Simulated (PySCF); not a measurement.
Property calculation, with input and output: SF$_{4}$

SF$_{4}$, SMILES FS(F)(F)F, computed with HF/6-31G*, RHF (PySCF 2.14.0).

The geometry comes from this level: PBE0-D4/def2-TZVP.

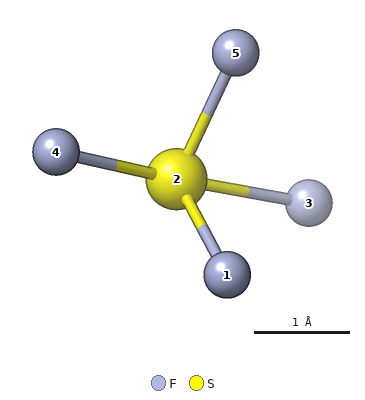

The input geometry (ball-and-stick view, seen at a tilt; atoms are numbered from 1 in the order of the input). Bond lengths as drawn: F–S 1.55 to 1.65 Å.

Key numbers:

```json
{"quantity": "outcome", "value": "converged"}
{"quantity": "total energy", "value": "−795.135879 hartree"}
{"quantity": "basis functions", "value": "74"}
{"quantity": "HOMO", "value": "−13.63 eV"}
{"quantity": "LUMO", "value": "2.54 eV"}
{"quantity": "dipole moment", "value": "0.95 D"}
{"quantity": "hardware", "value": "1 thread of Arm Neoverse V1, 24 GiB of memory available, shared host"}
{"quantity": "wall time", "value": "1.5 s"}
{"quantity": "peak memory", "value": "0.14 GiB"}
```

The input (job.py):
```python
# FS(F)(F)F
import numpy
from pyscf import gto, scf, lo

mol = gto.Mole()
mol.atom = '''
F     -0.561200    -0.228000     1.172800
S      0.064000    -0.357400    -0.243000
F      1.536700    -0.462000     0.491400
F     -1.440100    -0.077300    -0.858200
F      0.400600     1.124600    -0.563100
'''
mol.basis = '6-31g*'
mol.max_memory = 1860
mol.verbose = 3
mol.build()

calc0 = scf.RHF(mol)
calc0.conv_tol = 1e-08
calc0.kernel()

energy = calc0.e_tot
print('E = %.10f Eh' % energy)
dip = calc0.dip_moment()
pop, q = calc0.mulliken_pop()
quad = calc0.quad_moment()
occ = calc0.mo_coeff[:, calc0.mo_occ > 0]
iaos = lo.vec_lowdin(lo.iao.iao(mol, occ), calc0.get_ovlp())
c = iaos.T @ calc0.get_ovlp() @ occ
pop_iao, q_iao = scf.hf.mulliken_pop(lo.iao.reference_mol(mol), (c * calc0.mo_occ[calc0.mo_occ > 0]) @ c.T, numpy.eye(c.shape[0]), verbose=0)
print('IAO charges', numpy.round(q_iao, 4))
```

Command:
```bash
OMP_NUM_THREADS=1 python job.py
```

Log:
```
converged SCF energy = -795.135879071027
E = -795.1358790710 Eh
Dipole moment(X, Y, Z, Debye):  0.13902, -0.77479, -0.52650
 ** Mulliken pop  **
pop of  0 F 1s            1.99792
pop of  0 F 2s            0.94276
pop of  0 F 3s            1.03942
pop of  0 F 2px           1.15612
pop of  0 F 2py           1.16553
pop of  0 F 2pz           0.95452
pop of  0 F 3px           0.72783
pop of  0 F 3py           0.76483
pop of  0 F 3pz           0.62290
pop of  0 F 3dxy          0.00095
pop of  0 F 3dyz          0.00413
pop of  0 F 3dz^2         0.00866
pop of  0 F 3dxz          0.00746
pop of  0 F 3dx2-y2       0.00114
pop of  1 S 1s            1.99967
pop of  1 S 2s            1.99784
pop of  1 S 3s            1.39555
pop of  1 S 4s            0.24636
pop of  1 S 2px           1.99073
pop of  1 S 2py           1.99226
pop of  1 S 2pz           1.99123
pop of  1 S 3px           0.57121
pop of  1 S 3py           0.78954
pop of  1 S 3pz           0.64554
pop of  1 S 4px          -0.00976
pop of  1 S 4py           0.10405
pop of  1 S 4pz           0.06014
pop of  1 S 3dxy          0.05058
pop of  1 S 3dyz          0.04727
pop of  1 S 3dz^2         0.07283
pop of  1 S 3dxz          0.10452
pop of  1 S 3dx2-y2       0.11641
pop of  2 F 1s            1.99789
pop of  2 F 2s            0.93085
pop of  2 F 3s            1.05299
pop of  2 F 2px           0.98642
pop of  2 F 2py           1.16190
pop of  2 F 2pz           1.12688
pop of  2 F 3px           0.69448
pop of  2 F 3py           0.79012
pop of  2 F 3pz           0.76566
pop of  2 F 3dxy          0.00252
pop of  2 F 3dyz          0.00070
pop of  2 F 3dz^2         0.00194
pop of  2 F 3dxz          0.00539
pop of  2 F 3dx2-y2       0.00510
pop of  3 F 1s            1.99789
pop of  3 F 2s            0.93085
pop of  3 F 3s            1.05299
pop of  3 F 2px           0.98950
pop of  3 F 2py           1.16410
pop of  3 F 2pz           1.12160
pop of  3 F 3px           0.68932
pop of  3 F 3py           0.78638
pop of  3 F 3pz           0.77460
pop of  3 F 3dxy          0.00277
pop of  3 F 3dyz          0.00063
pop of  3 F 3dz^2         0.00184
pop of  3 F 3dxz          0.00511
pop of  3 F 3dx2-y2       0.00529
pop of  4 F 1s            1.99792
pop of  4 F 2s            0.94276
pop of  4 F 3s            1.03942
pop of  4 F 2px           1.18639
pop of  4 F 2py           0.92796
pop of  4 F 2pz           1.16183
pop of  4 F 3px           0.74747
pop of  4 F 3py           0.61061
pop of  4 F 3pz           0.75748
pop of  4 F 3dxy          0.00497
pop of  4 F 3dyz          0.00549
pop of  4 F 3dz^2         0.00272
pop of  4 F 3dxz          0.00087
pop of  4 F 3dx2-y2       0.00829
 ** Mulliken atomic charges  **
charge of    0F =     -0.39417
charge of    1S =      1.83404
charge of    2F =     -0.52283
charge of    3F =     -0.52286
charge of    4F =     -0.39417
Traceless quadrupole moment (Debye*A):

IAO charges [-0.4362  2.0059 -0.5667 -0.5667 -0.4362]
```

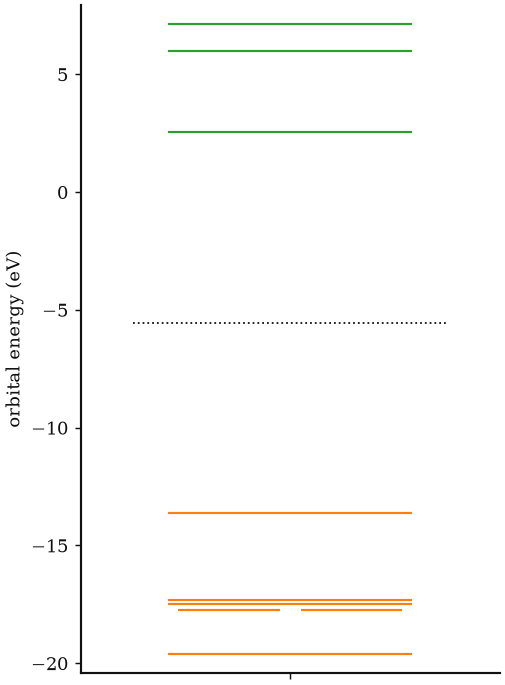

Orbital energies near the frontier; the dotted line parts filled from empty levels, and levels within 0.02 eV of each other stand side by side. Highest filled −13.63 eV, lowest empty 2.54 eV, 16.17 eV apart.
